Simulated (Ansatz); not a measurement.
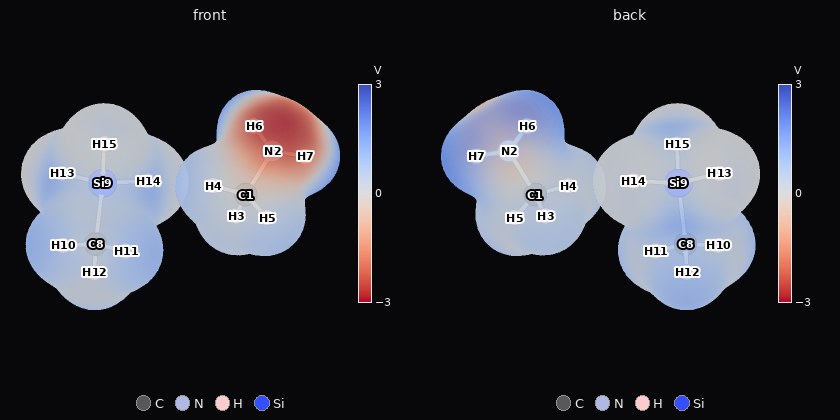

*C$_{2}$H$_{11}$NSi. The molecular electrostatic potential painted on the density surface at 0.004 e/bohr³, seen from the front and from behind; red is negative and blue positive.*

At this geometry the atoms fall into two loosely joined parts.

Computed with Ansatz, RKS revPBE/6-31G.

Input

```
crystal:
  periodic: [false, false, false]
  atoms:
    - { symbol: C, position_ang: [-0.2562, -0.4423, -1.8891] }
    - { symbol: "N", position_ang: [0.6169, 0.0982, -2.9164] }
    - { symbol: H, position_ang: [-0.9882, 0.2755, -1.4913] }
    - { symbol: H, position_ang: [0.3598, -0.7947, -1.0627] }
    - { symbol: H, position_ang: [-0.7977, -1.2913, -2.3061] }
    - { symbol: H, position_ang: [1.1462, 0.8817, -2.5472] }
    - { symbol: H, position_ang: [0.0683, 0.4403, -3.6988] }
    - { symbol: C, position_ang: [-0.6797, -0.6073, 2.1497] }
    - { symbol: Si, position_ang: [0.5948, 0.761, 1.8401] }
    - { symbol: H, position_ang: [-0.2732, -1.3842, 2.7919] }
    - { symbol: H, position_ang: [-0.9931, -1.0791, 1.2221] }
    - { symbol: H, position_ang: [-1.5692, -0.214, 2.6346] }
    - { symbol: H, position_ang: [0.8997, 1.4456, 3.0974] }
    - { symbol: H, position_ang: [0.0516, 1.7314, 0.8847] }
    - { symbol: H, position_ang: [1.8199, 0.1792, 1.2912] }
basis:
  gaussian: { orbitals: "6-31G" }
hamiltonian:
  xc: revpbe
relax:
  f_tol: 0.02
  max_steps: 40
scf:
  lower_state_search: "off"
output:
  orbitals: {}
```

Run with:

```sh
ansatz run input.yaml --threads 1 --pin off --max-ram 2048MiB --backend cpu --events-out ev --progress --plain --runs-dir out
```

The fields are those of the relaxed geometry.

Q: Where is the surface potential most negative and most positive?

A: The most negative region (about −2.7 V) lies over N2, the most positive (about +1.8 V) over H6 and H7. N2 is the likeliest acceptor of a hydrogen bond.
